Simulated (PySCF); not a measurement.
Geometry relaxation of C4H8Si

The run: geometry relaxation of C4H8Si. Method and program: PBE0-D3(BJ)/def2-SVP geometry optimisation, gas phase (PySCF 2.14.0).

It belongs to a series of runs on one base structure; here: constitutional isomer.

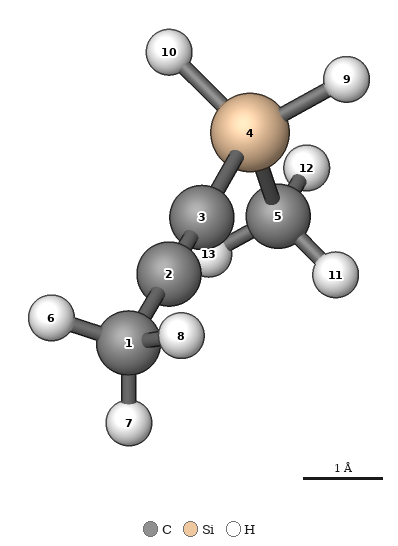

**Figure 1.** The input geometry (ball-and-stick view, seen at an oblique angle; atoms are numbered from 1 in the order of the input).

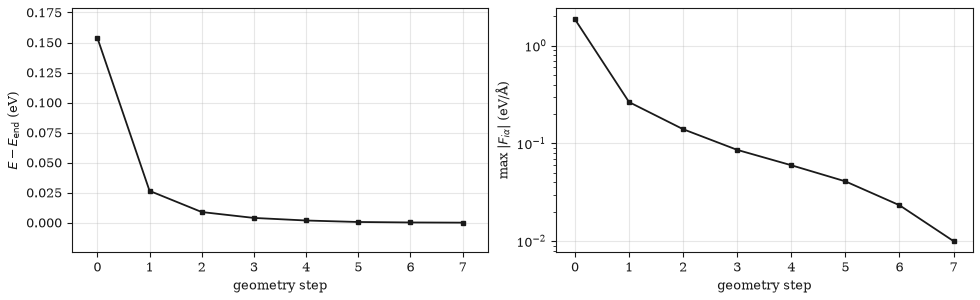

**Figure 2.** Progress of the relaxation, step by step (steps are counted from 0).

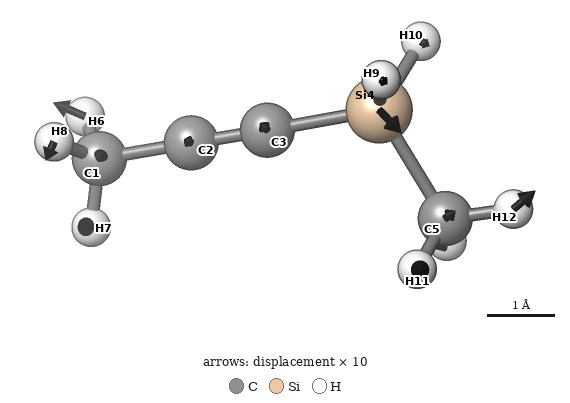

**Figure 3.** The starting structure with the displacements as black arrows, magnified 10 times (ball-and-stick view, seen at a tilt). The two geometries are laid on each other by the best rigid fit. After 7 geometry steps the energy has fallen by 0.154 eV. The largest force component goes from 1.9 to 0.01 eV/Å. The largest move after the best rigid fit is that of H6, 0.054 Å. Largest moves by element: H 0.054 Å, Si 0.051 Å, C 0.023 Å. Among the contacts that change: Si4–C5 1.929 → 1.877 Å, C3–Si4 1.797 → 1.831 Å, C1–H6 1.068 → 1.101 Å, Si4–H9 1.468 → 1.496 Å. Among the angles that change: H6–C1–H7 111.6° → 107.9°, C2–C1–H8 108.2° → 111.0°, C3–Si4–C5 108.4° → 110.6°. (Atoms are counted from 1 in the order of the input.)

The input that produced these results follows, with the program's output.

### The input
```
{"job": {"xc": "PBE0", "basis": "def2-SVP", "d3": "d3bj", "grid": 1, "shake": 0.01, "kind": "geom"}, "charge": 0, "multiplicity": 1}
C      2.964680    -0.508870     0.141970
C      1.565420    -0.052680     0.265600
C      0.407210     0.313170     0.370000
Si    -1.292280     0.871060     0.540560
C     -2.425170    -0.305520    -0.485180
H      3.336260    -0.761040     1.111050
H      3.011890    -1.344810    -0.529860
H      3.568520     0.328840    -0.275630
H     -1.438370     2.247460     0.051150
H     -1.711310     0.810640     1.972270
H     -2.152010    -0.290650    -1.515710
H     -3.462470    -0.011230    -0.402190
H     -2.366550    -1.313260    -0.132940
```

The first line tells a small driver script what to run in PySCF; the rest is the geometry in Å.

Run as:
```bash
OMP_NUM_THREADS=1 python <driver script> task.json out
```

### What the program printed
```
step   0  E = -446.16605571  max force = 0.036247
step   1  E = -446.17073974  max force = 0.005151
step   2  E = -446.17138790  max force = 0.002719
step   3  E = -446.17156817  max force = 0.001671
step   4  E = -446.17164672  max force = 0.001164
step   5  E = -446.17169242  max force = 0.000796
step   6  E = -446.17170701  max force = 0.000453
step   7  E = -446.17171237  max force = 0.000194
optimisation converged
```

### Trajectory as extended XYZ (Å, eV, eV/Å), 8 frames, from step=0 to step=7
```
13
Properties=species:S:1:pos:R:3:forces:R:3 step=0 energy=-12140.79677
C     2.9647   -0.5089    0.1420   -1.3015   1.8639  -0.5723
C     1.5654   -0.0527    0.2656    0.6430  -0.3041  -0.0745
C     0.4072    0.3132    0.3700    0.7864  -0.0699   0.0308
Si   -1.2923    0.8711    0.5406   -1.2352  -0.9990  -0.3438
C    -2.4252   -0.3055   -0.4852    0.4487   1.2606   1.1416
H     3.3363   -0.7610    1.1111    0.5602  -0.4001   0.9636
H     3.0119   -1.3448   -0.5299    0.2015  -0.7976  -0.5045
H     3.5685    0.3288   -0.2756   -0.0849  -0.4150   0.1671
H    -1.4384    2.2475    0.0512   -0.0090   0.4822  -0.1321
H    -1.7113    0.8106    1.9723    0.0363   0.0661   0.0589
H    -2.1520   -0.2907   -1.5157    0.3696   0.0559  -1.2159
H    -3.4625   -0.0112   -0.4022   -0.6618   0.3261   0.0416
H    -2.3666   -1.3133   -0.1329    0.2465  -1.0691   0.4395
13
Properties=species:S:1:pos:R:3:forces:R:3 step=1 energy=-12140.92423
C     2.8139   -1.0051    0.2376    0.1494  -0.2346   0.1358
C     1.5797   -0.2437    0.2606    0.0601  -0.0330   0.0390
C     0.5333    0.3802    0.3149   -0.1107  -0.1730  -0.0707
Si   -1.1500    1.0841    0.4455   -0.2456   0.1847  -0.0251
C    -2.4115    0.0880   -0.5425    0.2105  -0.2649  -0.0685
H     3.1173   -1.3042    1.2617   -0.1350   0.0164  -0.2280
H     2.7198   -1.9191   -0.3784   -0.0763   0.1051   0.1439
H     3.6483   -0.4305   -0.1830    0.0583   0.1859  -0.0764
H    -1.1534    2.5000   -0.0372    0.0562  -0.0032  -0.0060
H    -1.5233    1.1059    1.8936   -0.0203  -0.0209   0.0027
H    -2.1538    0.0994   -1.6182   -0.0430   0.0070   0.1725
H    -3.4381    0.4735   -0.4284    0.1130   0.0692   0.0504
H    -2.4027   -0.9659   -0.2056   -0.0166   0.1614  -0.0696
13
Properties=species:S:1:pos:R:3:forces:R:3 step=2 energy=-12140.94187
C     2.8128   -1.0017    0.2326    0.1276  -0.0204  -0.0261
C     1.5642   -0.2671    0.2724   -0.0316   0.0732   0.0325
C     0.5132    0.3495    0.3287   -0.0232  -0.1398  -0.0118
Si   -1.1578    1.0840    0.4501   -0.0319   0.1311   0.0393
C    -2.3960    0.0833   -0.5405    0.0427  -0.1172  -0.0477
H     3.1227   -1.3053    1.2458   -0.0171  -0.0032  -0.0265
H     2.7181   -1.9121   -0.3806   -0.0093   0.0042   0.0163
H     3.6264   -0.3944   -0.1970   -0.0447   0.0084   0.0075
H    -1.1263    2.4956   -0.0440    0.0205  -0.0078  -0.0045
H    -1.5518    1.1164    1.8930   -0.0069  -0.0034  -0.0040
H    -2.1271    0.0842   -1.6085   -0.0146   0.0125   0.0213
H    -3.4118    0.4931   -0.4358   -0.0028   0.0277   0.0057
H    -2.4070   -0.9630   -0.1956   -0.0086   0.0346  -0.0021
13
Properties=species:S:1:pos:R:3:forces:R:3 step=3 energy=-12140.94677
C     2.8211   -0.9971    0.2289   -0.0180   0.0315  -0.0343
C     1.5552   -0.2900    0.2891    0.0199   0.0605   0.0060
C     0.4974    0.3143    0.3484   -0.0253  -0.0859   0.0254
Si   -1.1627    1.0798    0.4561    0.0397   0.0253   0.0106
C    -2.3978    0.0827   -0.5418   -0.0186   0.0211  -0.0012
H     3.1476   -1.3029    1.2338    0.0237  -0.0001   0.0394
H     2.7357   -1.9059   -0.3861    0.0087  -0.0134  -0.0278
H     3.6091   -0.3626   -0.2075   -0.0126  -0.0194   0.0080
H    -1.0947    2.4852   -0.0505   -0.0007  -0.0035  -0.0043
H    -1.5752    1.1285    1.8932    0.0008   0.0014  -0.0048
H    -2.1177    0.0711   -1.6051    0.0064   0.0057  -0.0271
H    -3.4050    0.5169   -0.4516   -0.0211  -0.0033  -0.0110
H    -2.4335   -0.9573   -0.1863   -0.0031  -0.0199   0.0210
13
Properties=species:S:1:pos:R:3:forces:R:3 step=4 energy=-12140.94891
C     2.8301   -0.9916    0.2269   -0.0570   0.0121  -0.0051
C     1.5517   -0.3080    0.3031    0.0367   0.0517  -0.0164
C     0.4864    0.2823    0.3656   -0.0342  -0.0485   0.0338
Si   -1.1645    1.0712    0.4599    0.0449  -0.0220  -0.0124
C    -2.4065    0.0856   -0.5431   -0.0295   0.0598   0.0130
H     3.1730   -1.2966    1.2270    0.0244   0.0056   0.0282
H     2.7553   -1.8990   -0.3918    0.0115  -0.0052  -0.0255
H     3.5992   -0.3384   -0.2144    0.0069  -0.0175   0.0032
H    -1.0679    2.4710   -0.0567   -0.0065   0.0028  -0.0013
H    -1.5893    1.1349    1.8924    0.0038   0.0025   0.0009
H    -2.1169    0.0624   -1.6037    0.0103  -0.0054  -0.0210
H    -3.4070    0.5388   -0.4662   -0.0098  -0.0127  -0.0100
H    -2.4640   -0.9500   -0.1781   -0.0017  -0.0233   0.0127
13
Properties=species:S:1:pos:R:3:forces:R:3 step=5 energy=-12140.95015
C     2.8392   -0.9854    0.2260   -0.0403  -0.0111   0.0160
C     1.5515   -0.3208    0.3128    0.0329   0.0368  -0.0259
C     0.4776    0.2533    0.3788   -0.0263  -0.0248   0.0229
Si   -1.1650    1.0601    0.4619    0.0198  -0.0241  -0.0173
C    -2.4182    0.0899   -0.5438   -0.0158   0.0409   0.0118
H     3.1959   -1.2876    1.2229    0.0080   0.0063   0.0041
H     2.7750   -1.8914   -0.3967    0.0049   0.0026  -0.0086
H     3.5950   -0.3196   -0.2187    0.0113  -0.0048  -0.0012
H    -1.0456    2.4556   -0.0618   -0.0061   0.0043   0.0027
H    -1.5965    1.1367    1.8916    0.0040   0.0017   0.0031
H    -2.1212    0.0551   -1.6026    0.0063  -0.0105  -0.0039
H    -3.4124    0.5590   -0.4781    0.0021  -0.0075  -0.0032
H    -2.4957   -0.9424   -0.1715   -0.0009  -0.0099  -0.0006
13
Properties=species:S:1:pos:R:3:forces:R:3 step=6 energy=-12140.95055
C     2.8437   -0.9819    0.2258   -0.0086  -0.0127   0.0122
C     1.5534   -0.3232    0.3132    0.0157   0.0233  -0.0183
C     0.4747    0.2413    0.3814   -0.0127  -0.0157   0.0080
Si   -1.1649    1.0535    0.4618    0.0018  -0.0056  -0.0086
C    -2.4252    0.0922   -0.5434   -0.0019   0.0089   0.0050
H     3.2039   -1.2816    1.2227   -0.0027   0.0022  -0.0048
H     2.7845   -1.8875   -0.3982   -0.0006   0.0025   0.0022
H     3.5971   -0.3135   -0.2192    0.0054   0.0015  -0.0012
H    -1.0385    2.4483   -0.0628   -0.0035   0.0024   0.0036
H    -1.5959    1.1344    1.8916    0.0021  -0.0003   0.0021
H    -2.1260    0.0517   -1.6017    0.0020  -0.0067   0.0034
H    -3.4163    0.5679   -0.4813    0.0043   0.0001   0.0000
H    -2.5111   -0.9391   -0.1693   -0.0012   0.0000  -0.0036
13
Properties=species:S:1:pos:R:3:forces:R:3 step=7 energy=-12140.95070
C     2.8460   -0.9796    0.2255    0.0086  -0.0050   0.0022
C     1.5556   -0.3215    0.3098    0.0031   0.0100  -0.0067
C     0.4740    0.2375    0.3795   -0.0029  -0.0080  -0.0021
Si   -1.1649    1.0502    0.4615   -0.0047   0.0064   0.0001
C    -2.4287    0.0926   -0.5425    0.0042  -0.0095  -0.0002
H     3.2047   -1.2778    1.2233   -0.0053  -0.0011  -0.0043
H     2.7887   -1.8856   -0.3983   -0.0026   0.0003   0.0053
H     3.6010   -0.3121   -0.2187   -0.0001   0.0025  -0.0001
H    -1.0384    2.4456   -0.0617   -0.0013   0.0005   0.0026
H    -1.5932    1.1310    1.8921    0.0006  -0.0019   0.0006
H    -2.1294    0.0495   -1.6007   -0.0003  -0.0018   0.0038
H    -3.4183    0.5711   -0.4808    0.0024   0.0036   0.0000
H    -2.5178   -0.9385   -0.1683   -0.0016   0.0038  -0.0012
```

### Key numbers

```tsv
quantity	value
outcome	converged
total energy	−446.171712 hartree
dipole moment	1.43 D
point group	Cs
hardware	1 CPU thread, shared host
wall time	33 s
peak memory	0.46 GiB
```
